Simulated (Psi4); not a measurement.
# CH5FOSi (SMILES CO[SiH2]F): PBE/def2-SVP

Aim: the vertical ionisation energy of CH5FOSi at PBE/def2-SVP, from 2 runs. 

Program for the calculation: Psi4 1.11.

3 further runs of the same task are left out: 3 set aside as unsound or not needed. Runs told in other sessions of the task aren't counted.

### Step 1. The structure to begin with

CH5FOSi: 9 atoms, total charge 0, spin state singlet. As SMILES, `CO[SiH2]F`. The coordinates come from a PBE0-D4/def2-TZVP relaxation. This is one conformer, not always the lowest.

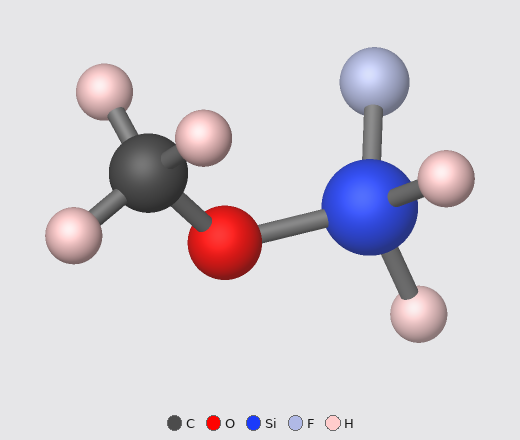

The structure, seen from a chosen angle (carbon dark grey, oxygen red, silicon blue, fluorine light blue, hydrogen pink).

### Step 2. Energy and gradient at PBE/def2-SVP

input.inp

```
memory 2200 MB

molecule m {
  C     -0.280200     1.150700    -0.688400
  O     -0.743600    -0.064200    -0.138000
  Si     0.168900    -1.127700     0.679900
  F      1.202000    -1.865200    -0.290100
  H      0.189600     0.979000    -1.660800
  H     -1.135900     1.813600    -0.823000
  H      0.443400     1.643500    -0.029000
  H     -0.748200    -2.141700     1.231900
  H      0.992400    -0.434200     1.700300
  symmetry c1
}

set puream true
set e_convergence 1e-09
set d_convergence 1e-08
set scf_type pk
set dft_radial_points 99
set dft_spherical_points 590

e_tot, wfn = gradient('pbe/def2-SVP', return_wfn=True)
oeprop(wfn, 'MAYER_INDICES', 'DIPOLE', 'QUADRUPOLE', title='PBE')
```

Launch:

```bash
$ psi4 -n 1 input.inp input.out
```

input.out:

```text
[...]
  Running in c1 symmetry.
[...]
  Nuclear repulsion =  182.271974550983259
[...]
  Multiplicity = 1
[...]
  Nalpha       = 21
  Nbeta        = 21
[...]
    Number of basis functions: 85
[...]
   @RKS iter   1:  -504.83736364631363   -1.91830e-01   9.03245e-03 ADIIS/DIIS
[...]
   @RKS iter  12:  -505.10391953581512   -1.81899e-12   2.24156e-09 DIIS
[...]
  @RKS Final Energy:  -505.10391953581512
   => Energetics <=
    Nuclear Repulsion Energy =            182.2719745509832592
    One-Electron Energy =               -1060.6388720917821047
    Two-Electron Energy =                 420.2021440920762529
    DFT Exchange-Correlation Energy =     -46.9391660870925094
    Empirical Dispersion Energy =           0.0000000000000000
    VV10 Nonlocal Energy =                  0.0000000000000000
    Total Energy =                       -505.1039195358151233
[...]
  -Total Gradient:
     Atom            X                  Y                   Z
    ------   -----------------  -----------------  -----------------
       1        0.003439570880     0.007496109581    -0.003649989346
       2        0.015439073147    -0.010699100134     0.009553856106
       3        0.003469206796     0.003249330833    -0.022078310383
       4       -0.018838343678     0.013575925809     0.017605181150
       5       -0.005258863908     0.000386308307     0.010646370891
       6        0.008425428101    -0.008274523900     0.002205352381
       7       -0.007844960492    -0.006313712583    -0.006135468949
       8        0.004709567005     0.004111114399    -0.002861880161
       9       -0.003587807018    -0.003537071695    -0.005303907963
[...]
 Multipole Moments:
 ------------------------------------------------------------------------------------
     Multipole            Electronic (a.u.)      Nuclear  (a.u.)        Total (a.u.)
 ------------------------------------------------------------------------------------
 L = 1.  Multiply by 2.5417464519 to convert [e a0] to [Debye]
 Dipole X            :          1.9250160           -1.9439440           -0.0189279
 Dipole Y            :         -5.3386384            5.9446443            0.6060059
 Dipole Z            :         -0.4481848            0.5177225            0.0695377
 Magnitude           :                                                    0.6102761
 L = 2.  Multiply by 1.3450342976 to convert [e a0^2] to [Debye ang]
 Quadrupole XX       :        -98.7927697           74.0018297          -24.7909401
 Quadrupole XY       :         76.9355388          -76.3575368            0.5780021
[...]
```

Wall time 27 s (1 thread of AMD EPYC 7R43 (Zen 3), shared host); peak memory 1.3 GiB.

### Step 3. The doublet cation

ch5fosi.dat

```
memory 2200 MB

molecule {
  1 2
  C     -0.280200     1.150700    -0.688400
  O     -0.743600    -0.064200    -0.138000
  Si     0.168900    -1.127700     0.679900
  F      1.202000    -1.865200    -0.290100
  H      0.189600     0.979000    -1.660800
  H     -1.135900     1.813600    -0.823000
  H      0.443400     1.643500    -0.029000
  H     -0.748200    -2.141700     1.231900
  H      0.992400    -0.434200     1.700300
  symmetry c1
  no_reorient
  no_com
}

set reference uks
set puream true
set e_convergence 1e-09
set d_convergence 1e-08
set scf_type pk
set dft_radial_points 99
set dft_spherical_points 590
set maxiter 100

E, wfn = gradient('pbe/def2-SVP', return_wfn=True)
oeprop(wfn, 'QUADRUPOLE', 'WIBERG_LOWDIN_INDICES', 'MAYER_INDICES')
print_variables()
```

Launch:

```bash
$ psi4 -n 1 ch5fosi.dat ch5fosi.out
```

ch5fosi.out:

```text
[...]
  Running in c1 symmetry.
[...]
  Nuclear repulsion =  182.271974550983259
[...]
  Multiplicity = 2
[...]
  Nalpha       = 21
  Nbeta        = 20
[...]
    Number of basis functions: 85
[...]
   @UKS iter   1:  -504.46580693177395    1.79726e-01   8.24465e-03 DIIS/ADIIS
[...]
   @UKS iter  19:  -504.71615754921379   -9.20863e-12   7.65242e-09 DIIS
[...]
   @S^2 Observed:                7.526058350E-01
[...]
  @UKS Final Energy:  -504.71615754921379
   => Energetics <=
    Nuclear Repulsion Energy =            182.2719745509832592
    One-Electron Energy =               -1050.0002018166815105
    Two-Electron Energy =                 409.5841607861627267
    DFT Exchange-Correlation Energy =     -46.5720910696782440
    Empirical Dispersion Energy =           0.0000000000000000
    VV10 Nonlocal Energy =                  0.0000000000000000
    Total Energy =                       -504.7161575492137899
  UHF NO Occupations:
  HONO-2 :   19  A 1.9997851
  HONO-1 :   20  A 1.9992087
[...]
  -Total Gradient:
     Atom            X                  Y                   Z
    ------   -----------------  -----------------  -----------------
       1        0.029054925130     0.003303604619     0.003610373771
       2        0.009047452314    -0.049945829802     0.006238569329
       3       -0.011900399293     0.053288645716    -0.011516279226
       4       -0.011523489418     0.001948431105     0.008120416251
       5       -0.012679331689     0.002666051586     0.015484951930
       6        0.009251875183    -0.004960484419     0.002913565140
       7       -0.014874156361    -0.001606844792    -0.006850707016
       8        0.006318937525     0.007508595304    -0.005799589212
       9       -0.002742919738    -0.012208289663    -0.012220347035
[...]
 Multipole Moments:
 ------------------------------------------------------------------------------------
     Multipole            Electronic (a.u.)      Nuclear  (a.u.)        Total (a.u.)
 ------------------------------------------------------------------------------------
 L = 1.  Multiply by 2.5417464519 to convert [e a0] to [Debye]
 Dipole X            :         -9.9704575           10.0040211            0.0335636
 Dipole Y            :         46.0480328          -45.9653203            0.0827125
 Dipole Z            :         -3.3904024            3.9546299            0.5642275
 Magnitude           :                                                    0.5712447
 L = 2.  Multiply by 1.3450342976 to convert [e a0^2] to [Debye ang]
 Quadrupole XX       :        -96.8073849           76.2947230          -20.5126619
 Quadrupole XY       :         87.4590332          -87.0309173            0.4281160
[...]
```

Wall time 54 s (1 thread of AMD EPYC 7R43 (Zen 3), shared host); peak memory 1.3 GiB.

### Step 4. Outcome

At PBE/def2-SVP:

```
                                          quantity          value
                     singlet CH5FOSi: total energy  -505.10392 Eh
                    singlet CH5FOSi: dipole moment         1.55 D
                      singlet CH5FOSi: HOMO energy       -7.02 eV
                      singlet CH5FOSi: LUMO energy        0.56 eV
                    singlet CH5FOSi: HOMO–LUMO gap        7.58 eV
         singlet CH5FOSi: largest force on an atom     1.498 eV/Å
                      doublet cation: total energy  -504.71616 Eh
doublet cation: HOMO energy (highest over α and β)      -14.13 eV
 doublet cation: LUMO energy (lowest over α and β)      -13.93 eV
                              doublet cation: ⟨S²⟩          0.753
          doublet cation: largest force on an atom     2.869 eV/Å
vertical ionisation energy (to the doublet cation)      10.552 eV
```

**Reading.** The vertical ionisation energy comes to 10.55 eV (1018 kJ/mol). The largest force (singlet CH5FOSi) is 1.50 eV/Å: the shape isn't a stationary point for this species at this level. −ε(HOMO) before ionisation, 7.02 eV, is 3.53 eV below this ionisation energy. With no_com the log's rotational constants are taken about the origin, not the centre of mass, so they aren't the molecule's.
